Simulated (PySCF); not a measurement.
# C8H8O (SMILES Oc1ccc(C=C)cc1): levels of theory compared

Aim: a comparison of 5 runs (HF/STO-3G, HF/3-21G, B3LYP/6-31G*, B2PLYP/def2-SVP, SCS-MP2/def2-SVP) of C8H8O. The job is set up through a Python script.

The results are computed with PySCF 2.14.0.

1 further run of the same task is left out (set aside as unsound or not needed).

## Step 1: Starting point

The species is C8H8O (17 atoms), meant as a singlet with charge 0. SMILES: `Oc1ccc(C=C)cc1`. The shape is that of a PBE0-D4/def2-TZVP optimisation. This is one conformer, not always the lowest.

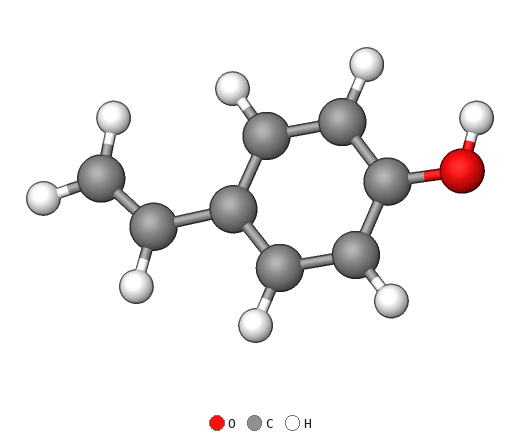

Viewed from a chosen angle; oxygen red, carbon grey, hydrogen white.

## Step 2: A single-point energy at HF/STO-3G (run 1)

Contents of job.py:

```python
# Oc1ccc(C=C)cc1
from pyscf import gto

mol = gto.M(
    atom='''
O        2.804890      -0.793520       1.888500
C        1.685650      -0.477460       1.193700
C        1.650930      -0.452120      -0.197940
C        0.483310      -0.123120      -0.857410
C       -0.682120       0.189730      -0.156160
C       -1.940340       0.543240      -0.808620
C       -2.182260       0.624140      -2.114990
C       -0.621420       0.157410       1.238140
C        0.539340      -0.169810       1.913030
H        3.518460      -0.983320       1.273120
H        2.545830      -0.692150      -0.765140
H        0.482320      -0.110540      -1.941030
H       -2.757200       0.760770      -0.123600
H       -1.424410       0.423120      -2.864100
H       -3.163630       0.898570      -2.480830
H       -1.513500       0.396650       1.807940
H        0.574140      -0.191570       2.995380
''',
    max_memory=1860,
    verbose=3,
    basis='sto-3g',
    spin=0,
)

mf = mol.RHF()
mf.conv_tol = 1e-10
mf.kernel()
if not mf.converged:
    mf = mf.newton().run(mf.mo_coeff, mf.mo_occ)

e_final = mf.e_tot
print('E = %.10f Eh' % e_final)
```

On the command line:

```bash
$ OMP_NUM_THREADS=1 python job.py
```

Output:

```text
converged SCF energy = -377.67219907048
E = -377.6721990705 Eh
```

It took 4.5 s on 1 thread of Intel Xeon at 2.50GHz (Skylake/Cascade Lake), shared host; peak memory 0.12 GiB.

## Step 3: The energy at HF/3-21G (run 2)

Contents of run.py:

```python
from pyscf import gto

mol = gto.Mole()
mol.atom = '''
O    2.804890  -0.793520   1.888500
C    1.685650  -0.477460   1.193700
C    1.650930  -0.452120  -0.197940
C    0.483310  -0.123120  -0.857410
C   -0.682120   0.189730  -0.156160
C   -1.940340   0.543240  -0.808620
C   -2.182260   0.624140  -2.114990
C   -0.621420   0.157410   1.238140
C    0.539340  -0.169810   1.913030
H    3.518460  -0.983320   1.273120
H    2.545830  -0.692150  -0.765140
H    0.482320  -0.110540  -1.941030
H   -2.757200   0.760770  -0.123600
H   -1.424410   0.423120  -2.864100
H   -3.163630   0.898570  -2.480830
H   -1.513500   0.396650   1.807940
H    0.574140  -0.191570   2.995380
'''
mol.verbose = 3
mol.charge = 0
mol.basis = '3-21g'
mol.max_memory = 1860
mol.build()

mf = mol.RHF()
mf.conv_tol = 1e-10
mf.kernel()
if not mf.converged:
    mf = mf.newton().run(mf.mo_coeff, mf.mo_occ)

energy = mf.e_tot
print('E(%s) = %.9f' % ('HF', energy))
```

On the command line:

```bash
$ OMP_NUM_THREADS=1 python run.py
```

Output:

```text
converged SCF energy = -380.310856063052
E(HF) = -380.310856063
```

It took 6.6 s on 1 thread of Intel Xeon at 2.50GHz (Skylake/Cascade Lake), shared host; peak memory 0.2 GiB.

Runs 3 to 4 aren't shown in full; the table further down has their settings and results.

## Step 4: The energy at SCS-MP2/def2-SVP (run 5)

Contents of calc.py:

```python
# Oc1ccc(C=C)cc1
from pyscf import gto, scf, mp

mol = gto.M(
    atom='''
O    2.804890  -0.793520   1.888500
C    1.685650  -0.477460   1.193700
C    1.650930  -0.452120  -0.197940
C    0.483310  -0.123120  -0.857410
C   -0.682120   0.189730  -0.156160
C   -1.940340   0.543240  -0.808620
C   -2.182260   0.624140  -2.114990
C   -0.621420   0.157410   1.238140
C    0.539340  -0.169810   1.913030
H    3.518460  -0.983320   1.273120
H    2.545830  -0.692150  -0.765140
H    0.482320  -0.110540  -1.941030
H   -2.757200   0.760770  -0.123600
H   -1.424410   0.423120  -2.864100
H   -3.163630   0.898570  -2.480830
H   -1.513500   0.396650   1.807940
H    0.574140  -0.191570   2.995380
''',
    basis='def2-svp',
    spin=0,
    max_memory=1860,
    verbose=3,
)

calc0 = scf.RHF(mol)
calc0.conv_tol = 1e-10
calc0.kernel()
if not calc0.converged:
    calc0 = calc0.newton().run(calc0.mo_coeff, calc0.mo_occ)

pt = mp.MP2(calc0, frozen=9).run()
energy = calc0.e_tot + 1.2 * pt.e_corr_os + pt.e_corr_ss / 3
print('E = %.10f Eh' % energy)
```

On the command line:

```bash
$ OMP_NUM_THREADS=1 python calc.py
```

Output:

```text
converged SCF energy = -382.162042989561
E(RMP2) = -383.385496481934  E_corr = -1.22345349237374
E(SCS-RMP2) = -383.352812881114  E_corr = -1.19076989155342
E = -383.3528128811 Eh
```

Wall time 42 s (1 thread of Intel Xeon at 2.50GHz (Skylake/Cascade Lake), shared host); peak memory 1.2 GiB.

## Step 5: All runs side by side

```csv
run,level,integration grid,frozen core orbitals,energy (Eh),dipole moment (D) of the reference,HOMO energy (eV),LUMO energy (eV),wall time
1,HF/STO-3G,–,–,-377.672199,1.17,-6.08,6.29,4.5 s
2,HF/3-21G,–,–,-380.310856,1.51,-7.90,3.16,6.6 s
3,B3LYP/6-31G* (spherical functions),5,–,-384.856184,1.39,-5.56,-0.53,2.7 min
4,B2PLYP/def2-SVP,5,9,-384.177511,1.36,-6.70,0.69,3.8 min
5,SCS-MP2/def2-SVP,–,9,-383.352813,1.37,-7.94,2.89,42 s
```

## Step 6: Results

```
                                          quantity          value
                               run 5: total energy  -383.35281 Eh
       run 5: dipole moment (Hartree–Fock density)         1.37 D
        run 5: HOMO energy (Hartree–Fock orbitals)       -7.94 eV
        run 5: LUMO energy (Hartree–Fock orbitals)        2.89 eV
      run 5: HOMO–LUMO gap (Hartree–Fock orbitals)       10.83 eV
run 5: correlation energy (9 core orbitals frozen)    -1190.8 mEh
```

What this shows: Over runs 1, 2, 3, 4 the dipole moment (its size) runs from 1.17 D (HF/STO-3G) to 1.51 D (HF/3-21G). Over runs 1, 2, 3, 4 the HOMO–LUMO gap runs from 5.03 eV (B3LYP/6-31G*) to 12.37 eV (HF/STO-3G). The two ends differ in method and basis. Totals of different functionals can't be ranked against each other. In run 1 the basis is minimal, so the values are rough. All runs together took 7.5 min, the longest 3.8 min.
